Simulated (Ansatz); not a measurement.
AlAsN₂H₈: several calculations on one system

## 1. Relaxation

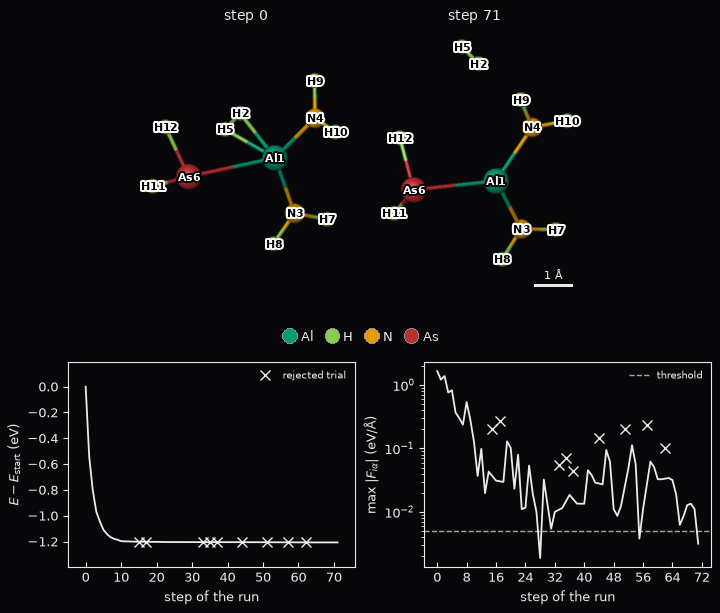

First and last geometry of a relaxation of AlAsN$_{2}$H$_{8}$ (started from a transition state, displaced along its imaginary mode), with the history of the run. Style: ball-and-stick. Shown at a tilt.

Computed with Ansatz 0.2.0, RKS PBE0-D4/def2-TZVP.

Input file:
```yaml
crystal:
  periodic: [false, false, false]
  atoms:
    - {symbol: Al, position_ang: [-0.284523, 0.259751, 0.216741]}
    - {symbol: H, position_ang: [-0.622952, 0.294289, -1.586113]}
    - {symbol: N, position_ang: [0.490064, 1.705658, 0.886218]}
    - {symbol: N, position_ang: [-1.768154, -0.484418, 0.872831]}
    - {symbol: H, position_ang: [-0.019349, -0.114159, -1.357441]}
    - {symbol: As, position_ang: [1.617816, -1.328460, -0.461317]}
    - {symbol: H, position_ang: [0.041805, 2.519525, 1.274360]}
    - {symbol: H, position_ang: [1.478889, 1.826574, 0.920077]}
    - {symbol: H, position_ang: [-2.532530, -0.905292, 0.359374]}
    - {symbol: H, position_ang: [-1.816275, -0.741128, 1.836998]}
    - {symbol: H, position_ang: [2.405685, -0.643160, -1.600825]}
    - {symbol: H, position_ang: [1.009525, -2.389180, -1.360805]}
basis:
  gaussian: {orbitals: def2-TZVP}
hamiltonian: {xc: pbe0, dispersion: d4}
relax: {f_tol: 0.005, max_steps: 200}
```

Run as
```bash
ansatz run in.yaml --threads 8 --pin off --events-out ev --progress --plain --max-ram 19148MiB
```

**Read the history and describe the run.**

It converged. The atom that moves furthest after the best rigid fit is H5 (2.36 Å). By element the largest moves are H 2.36 Å, Al 0.80 Å, As 0.58 Å, N 0.50 Å. Among the contacts that change: H5–As6 2.227 → 4.914 Å, Al1–H5 1.640 → 4.128 Å, Al1–H2 1.835 → 3.478 Å, Al1–As6 2.569 → 2.431 Å. Bonds break, among them: Al1–H2 (1.83 → 3.48 Å), Al1–H5 (1.64 → 4.13 Å). Among the angles between lasting bonds that change: Al1–As6–H11 107.3° → 90.5°, N3–Al1–As6 106.3° → 120.5°, Al1–N4–H10 120.1° → 125.9°. The energy falls by 1.206 eV in 62 accepted moves (71 points after the start). The largest force component goes from 1.7 to 0.0032 eV/Å. The line search rejected the trial steps at points 15, 17, 33, 35, 37, 44, 51, 57 and more of the run. The forces were under the threshold at step 28, but the run went on from there.

## 2. Relaxation

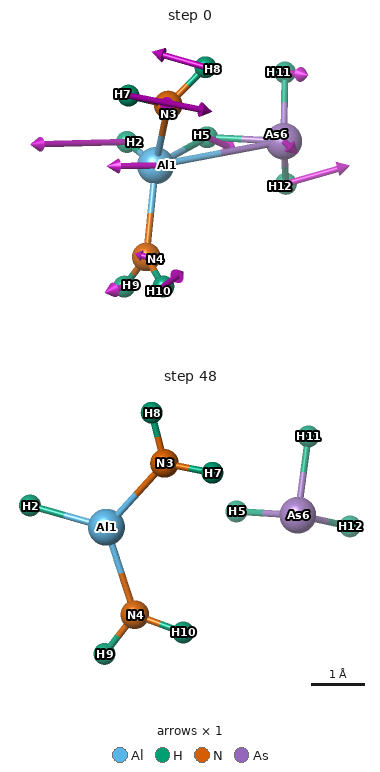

The structure of AlAsN₂H₈ (started from a transition state, displaced along its imaginary mode) before (top) and after (bottom) a relaxation, at one scale. The purple arrows give the displacements, at their true length.

A ball-and-stick model, seen from a free direction.

All numbers below come from Ansatz 0.2.0, RKS PBE0-D4/def2-TZVP.

Input file:
```yaml
crystal:
  periodic: [false, false, false]
  atoms:
    - {symbol: Al, position_ang: [-0.532241, 0.457640, 0.097510]}
    - {symbol: H, position_ang: [-0.752508, 0.475404, -1.459114]}
    - {symbol: N, position_ang: [0.486005, 1.670262, 0.923008]}
    - {symbol: N, position_ang: [-1.779576, -0.513975, 0.888532]}
    - {symbol: H, position_ang: [0.459849, -0.470577, -1.299690]}
    - {symbol: As, position_ang: [1.557915, -1.210291, -0.523153]}
    - {symbol: H, position_ang: [0.064802, 2.526117, 1.247278]}
    - {symbol: H, position_ang: [1.497673, 1.753819, 0.883211]}
    - {symbol: H, position_ang: [-2.514105, -0.947266, 0.368113]}
    - {symbol: H, position_ang: [-1.843369, -0.750218, 1.872730]}
    - {symbol: H, position_ang: [2.375375, -0.653834, -1.641593]}
    - {symbol: H, position_ang: [0.980181, -2.337080, -1.356732]}
basis:
  gaussian: {orbitals: def2-TZVP}
hamiltonian: {xc: pbe0, dispersion: d4}
relax: {f_tol: 0.005, max_steps: 200}
```

Run as
```bash
ansatz run in.yaml --threads 8 --pin off --events-out ev --progress --plain --max-ram 19148MiB
```

Q: What changed between the two?

A: The largest move after the best rigid fit is that of H2, 2.27 Å. Largest moves by element: H 2.27 Å, Al 1.00 Å, As 0.38 Å, N 0.36 Å. Some distances before and after: Al1–H5 1.949 → 3.566 Å, Al1–As6 2.745 → 3.992 Å, As6–H11 1.493 → 1.520 Å, H5–As6 1.535 → 1.519 Å. Bonds break, among them: Al1–As6 (2.75 → 3.99 Å). Among the angles between lasting bonds that change: H5–As6–H12 78.9° → 92.5°, H5–As6–H11 80.4° → 92.5°, H2–Al1–N4 110.5° → 120.3°. Over 48 geometry steps the energy falls by 82.3 kJ/mol. The largest force component goes from 0.86 to 0.0048 eV/Å. The forces were under the threshold at step 45, but the run went on from there. Cost: 3.3 min on 8 threads of Intel Xeon @ 2.50GHz (shared host).

## 3. Reaction

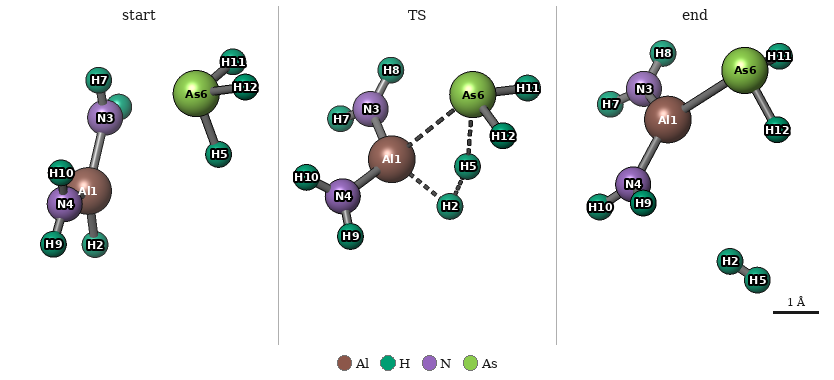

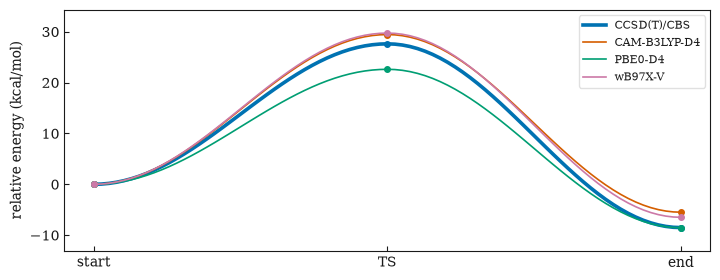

A reaction step of AlAsN$_{2}$H$_{8}$, with its energy diagram. The picture is a ball-and-stick view, seen from a free direction. Dashed sticks mark bonds that form or break.

Stationary points at PBE0-D4/def2-TZVP, single-point energies with CCSD(T)/CBS, CAM-B3LYP-D4, PBE0-D4, wB97X-V (def2-TZVPP where no basis is named; Ansatz 0.2.0). The energies are electronic, without zero-point or thermal terms, and both ends are the minima reached downhill from the saddle, with any fragments still in contact. CCSD(T)/CBS stands for a frozen-core estimate: MP2 correlation extrapolated from def2-TZVPP and def2-QZVPP, CCSD(T) minus MP2 from the smaller set.

What happens, and what does it cost?

Answer. Counted by bonded pieces, the start holds AlH₅N₂ + AsH₃ and the end holds AlAsH₆N₂ + H₂. From the start over the saddle to the end, bonds form: Al1–As6 (3.99 → 2.66 → 2.43 Å), H2–H5 (4.48 → 1.15 → 0.75 Å). Bonds break: Al1–H2 (1.58 → 1.70 → 3.48 Å), H5–As6 (1.52 → 1.88 → 4.91 Å). The saddle has one imaginary mode, 980i cm⁻¹. With CCSD(T)/CBS the barrier is 27.6 kcal/mol from the start and 36.1 kcal/mol from the end, and the end lies 8.5 kcal/mol below the start.

```
       level  barrier from the start (kcal/mol)  barrier from the end (kcal/mol)  the end less the start (kcal/mol)
 CCSD(T)/CBS                               27.6                             36.1                               −8.5
CAM-B3LYP-D4                               29.4                             34.9                               −5.5
     PBE0-D4                               22.6                             31.1                               −8.5
     wB97X-V                               29.7                             36.2                               −6.5
```

Against CCSD(T)/CBS, CAM-B3LYP-D4 comes closest on the barrier from the start (+1.8 kcal/mol) and PBE0-D4 misses most (−5.0 kcal/mol).

Limits of the set-up: the start holds two separate molecules, 3.2 Å apart at their closest, whose relative position is a soft coordinate.
